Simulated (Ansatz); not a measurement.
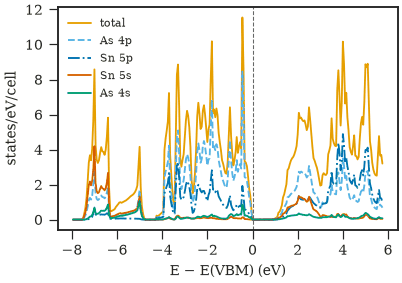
Figure: Total and projected density of states of Sn$_{3}$As$_{4}$ in space group P-43m (No. 215; Sn on 3d, As on 4e), the program Ansatz at the r²SCAN level (PAW)

### Question
Which orbitals carry the states next to the gap?

### Answer
Top 1 eV of the valence band: As 4p 72 %, Sn 5p 17 %, As 4s 7 %. Bottom 1 eV of the conduction band: As 4p 45 %, Sn 5s 24 %, Sn 5p 19 %, As 4s 6 %, outside the projected shells 5 %. Projections are on Löwdin-orthogonalised atomic valence shells; empty p or d shells of many metals are not among them.

### Question
Where is the tallest occupied peak in this window, and what makes it?

### Answer
Near -0.5 eV, about 12 states/eV per cell; the largest projected share is As 4p.

The first step of the workflow began from a Materials Project structure, measured or hypothetical; the Crystallography Open Database copy checked does not list it. Whether it is the stable phase at ambient conditions was not checked. The cell was relaxed with r²SCAN under the symmetry of its start; its stability against distortions is not shown here. Scalar-relativistic: spin–orbit coupling is off unless named, which matters more the heavier the elements.

Potentials: the earlier of the program's two PAW sets.
